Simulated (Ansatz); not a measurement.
Input

```
crystal:
  periodic: [false, false, false]
  atoms:
    - { symbol: Ga, position_ang: [-0.066129, -0.616919, -0.403025] }
    - { symbol: H, position_ang: [-0.060461, 0.146619, 2.259608] }
    - { symbol: H, position_ang: [1.300465, 0.064123, -0.626826] }
    - { symbol: Cl, position_ang: [-1.928342, 0.252764, -1.00006] }
    - { symbol: Br, position_ang: [-0.232837, -2.8036, 0.53013] }
    - { symbol: H, position_ang: [-0.071695, -0.557688, 2.121173] }
basis:
  gaussian: { orbitals: def2-SVP }
hamiltonian:
  xc: r2scan
relax:
  f_tol: 0.03
  max_steps: 50
output:
  orbitals: {}
```

Command:

```sh
ansatz run input.yaml --threads 4 --pin off --max-ram 5120MiB --backend cpu --events-out ev --progress --plain --runs-dir out
```

The fields are those of the run's last geometry, not of the input's.

Computed with RKS r2SCAN/def2-SVP (Ansatz).

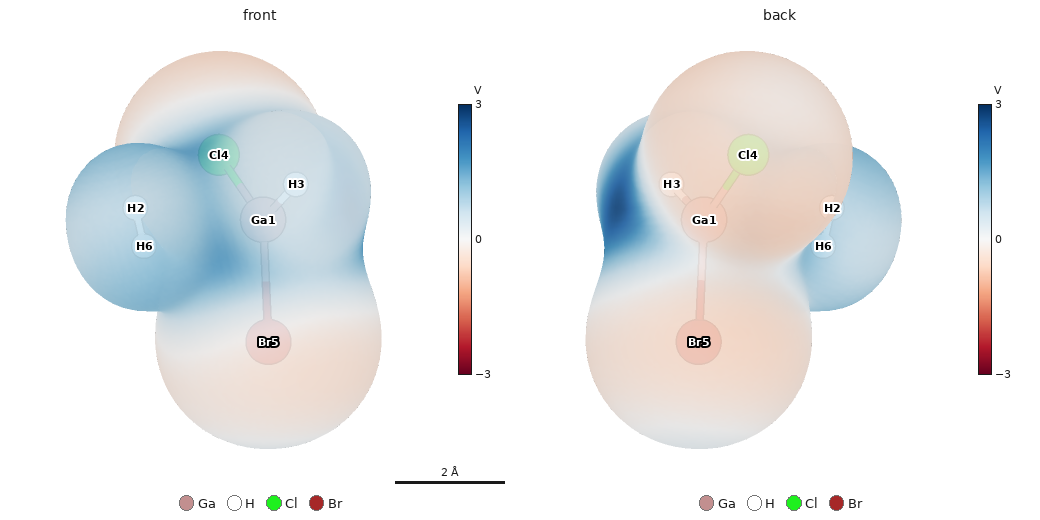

BrClGaH···H2. The molecular electrostatic potential painted on the density surface at 0.002 e/bohr³, seen from the front and from behind; red is negative and blue positive.

**Describe the electrostatic potential map.**

The most negative region (about −0.7 V, or −16 kcal/mol for a unit charge) lies over Cl4, the most positive (about +2.6 V, or +60 kcal/mol for a unit charge) over Ga1. Br5 shows a σ-hole: about +0.2 V at the tip opposite its bond, against about −0.3 V, or −7 kcal/mol for a unit charge on its flanks.
